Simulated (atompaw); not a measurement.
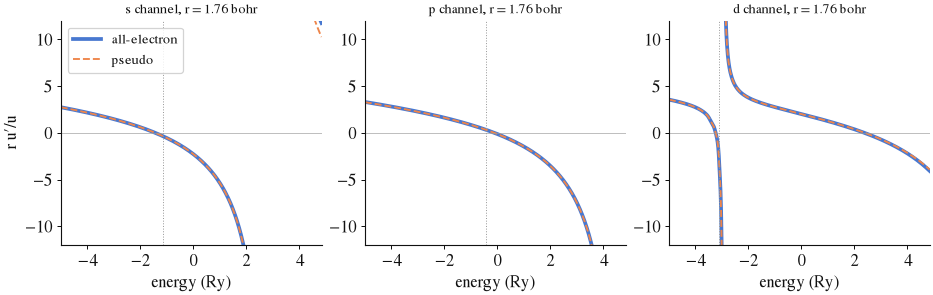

Logarithmic derivatives r u′/u at the test radius against energy, all-electron atom (solid) and pseudo-atom (dashed). Here u = r R(r). The dotted line marks the reference energy of the channel.

```
Element                 : As
Generator               : atompaw 4.2.0.5
Type                    : PAW
Functional              : PBEsol
Relativity              : scalar-relativistic
Frozen core             : [Ar]
Valence charge          : 15
Reference configuration : 3d10 4s1 4p4
Partial waves           : 4s (bound): rc 1.75 bohr; 4s channel at -0.6 Ry: rc 1.75 bohr; 4p (bound): rc 1.75 bohr; 4p channel at 4.1 Ry: rc 1.75 bohr; 3d (bound): rc 1.25 bohr; 3d channel at -2.6 Ry: rc 1.25 bohr
Local potential         : bessel scheme, radius 1.15 bohr
Core correction         : smooth core density matched at 1.50 bohr
Augmentation charge     : besselshape compensation charge, radius 1.40 bohr; PAW radius 1.75 bohr; waves and projectors: custom rrkj gramschmidtortho
```

Q: List the energies at which the logarithmic derivative diverges.

A: s: all-electron at 3.1 Ry, pseudo at 3.1 Ry; p: all-electron at no energy in the range, pseudo at no energy in the range; d: all-electron at -3.0 Ry, pseudo at -3.0 Ry.

Q: Is there a sign of a ghost state?

A: The plot shows none: pseudo and all-electron curves have the same branches in all channels drawn. The separate test gives: no ghost state below the valence levels in the s, p, d, f channels.

Q: At which energies does the logarithmic derivative pass through zero?

A: s: all-electron -1.4 Ry, pseudo -1.4 Ry; p: all-electron -0.1 Ry, pseudo -0.1 Ry; d: all-electron -3.2 and 2.4 Ry, pseudo -3.2 and 2.4 Ry.
